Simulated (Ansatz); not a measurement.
**SiH2SF (SMILES F[SiH2][S]): UCCSDT/STO-3G**

What is the energy change on altering one bond length of SiH2SF at UCCSDT/STO-3G? 

The results are computed with Ansatz 0.2.0.

61 further runs of the same task are left out: 3 that didn't finish, 58 set aside as unsound or not needed.

**1. The structure to begin with**

SiH2SF has 5 atoms, charge 0, and is taken as a doublet. As SMILES, `F[SiH2][S]`. Geometry: relaxed at PBE0-D4/def2-TZVP.

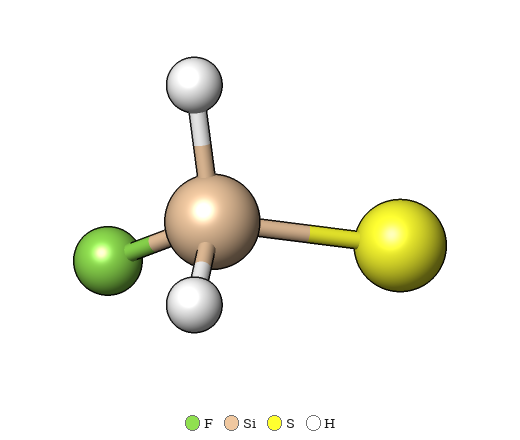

Viewed from a chosen angle; fluorine green, silicon light orange, sulfur yellow, hydrogen white.

**2. The energy at UCCSDT/STO-3G**

Contents of run.yaml:

```yaml
crystal:
  periodic: [false, false, false]
  atoms:
    - symbol: F
      position_ang: [-0.324300, -0.023300, 1.585400]
    - symbol: Si
      position_ang: [0.086000, -0.081000, 0.044500]
    - symbol: S
      position_ang: [-1.148000, 1.061300, -1.211000]
    - symbol: H
      position_ang: [-0.023500, -1.493100, -0.391000]
    - symbol: H
      position_ang: [1.459700, 0.462600, -0.069300]
basis:
  gaussian:
    orbitals: STO-3G
total_charge: 0
magnetization:
  spin_polarized: true
  initial_magnetization: 1
correlation:
  method: ccsdt
  frozen_orbitals: {F: 1, H: 0, S: 5, Si: 5}
accuracy: high
scf:
  omitted_lower_state_checks: [cluster_reference, increment]
```

Launch:

```
$ ansatz run run.yaml --threads 1 --pin off --max-ram 2610MiB --events-out events.jsonl --progress --plain --runs-dir runs
```

Output, shortened:

```text
Warning: RAYON_NUM_THREADS=1 ignored (pool sized by the plan → 1); use --threads N
Functional definition: HF
  name "HF"
[...]
460 factors; integrals over basis functions are off by at most 2.8e-8 eV
[...]
mean field -21170.18780516 eV, -777.9900521708 hartree, gradient 1.7e-8 eV, S^2 0.753341; 4 other end points of the search recorded, 0 dependent functions left out
11 core orbitals not correlated: weight in the atoms' cores, before any rotation towards them, 1.000 or more for the frozen orbitals, at most 0.000 for the correlated occupied ones
reference -21170.18780516 eV, -777.9900521708 hartree; 10, 9 occupied and 4, 5 virtual orbitals, 460 factors
second order -1.61350280 eV of doubles, -0.00000000 eV of singles
cycle   1  -1.96247907 eV  change   -3.5e-1 eV  update   6.7e-2
[...]
cycle  33  -2.26793518 eV  change  -3.6e-11 eV  update   2.0e-9
Total energy: -21172.45574034 eV, -778.0733972516 hartree
Checks for a lower state left out: cluster_reference, increment
```

It took 1.3 s on 1 thread of Arm Neoverse V2, shared host.

**3. The distorted shape**

Contents of molecule.yaml:

```yaml
crystal:
  periodic: [false, false, false]
  atoms:
    - symbol: F
      position_ang: [-0.296927, 0.329699, 1.694267]
    - symbol: Si
      position_ang: [0.113373, 0.271999, 0.153367]
    - symbol: S
      position_ang: [-1.120627, 1.414299, -1.102133]
    - symbol: H
      position_ang: [-0.023500, -1.493100, -0.391000]
    - symbol: H
      position_ang: [1.487073, 0.815599, 0.039567]
basis:
  gaussian:
    orbitals: STO-3G
scf:
  omitted_lower_state_checks: [cluster_reference, increment]
correlation:
  method: ccsdt
  frozen_orbitals: {F: 1, H: 0, S: 5, Si: 5}
accuracy: high
magnetization:
  spin_polarized: true
  initial_magnetization: 1
```

Launch:

```
$ ansatz run molecule.yaml --threads 1 --pin off --max-ram 2610MiB --events-out events.jsonl --progress --plain --runs-dir runs
```

Output, shortened:

```text
Warning: RAYON_NUM_THREADS=1 ignored (pool sized by the plan → 1); use --threads N
[... 2 set-up lines as earlier in the session ...]
[...]
459 factors; integrals over basis functions are off by at most 3.5e-8 eV
[...]
mean field -21168.58456430 eV, -777.9311341561 hartree, gradient 3.2e-8 eV, S^2 0.759338; 4 other end points of the search recorded, 0 dependent functions left out
11 core orbitals not correlated: weight in the atoms' cores, before any rotation towards them, 1.000 or more for the frozen orbitals, at most 0.000 for the correlated occupied ones
reference -21168.58456430 eV, -777.9311341561 hartree; 10, 9 occupied and 4, 5 virtual orbitals, 459 factors
second order -1.86881735 eV of doubles, -0.00000000 eV of singles
cycle   1  -2.30405154 eV  change   -4.4e-1 eV  update   8.1e-2
[...]
cycle  42  -2.72391809 eV  change    1.0e-9 eV  update   1.4e-9
Total energy: -21171.30848240 eV, -778.0312362997 hartree
Checks for a lower state left out: cluster_reference, increment
```

It took 1.6 s on 1 thread of Arm Neoverse V2, shared host.

**4. Summary of results**

Level: UCCSDT/STO-3G, 11 core orbitals frozen.

| quantity | value |
| --- | --- |
| first shape: total energy | -778.07340 Eh |
| first shape: correlation energy (11 core orbitals frozen) | -83.3 mEh |
| first shape: ⟨S²⟩ of the reference determinant | 0.753 |
| first shape: T1 diagnostic | 0.009 |
| distorted shape: total energy | -778.03124 Eh |
| distorted shape: correlation energy (11 core orbitals frozen) | -100.1 mEh |
| distorted shape: ⟨S²⟩ of the reference determinant | 0.759 |
| distorted shape: T1 diagnostic | 0.011 |
| energy change with the Si2–H4 bond stretched from 1.482 to 1.852 Å | 1.147 eV |

In words: With the Si2–H4 bond stretched from 1.482 to 1.852 Å the energy rises by 1.15 eV (111 kJ/mol). The first shape isn't relaxed at this level, so the change isn't measured from a minimum. The minimal basis adds a large error of its own.
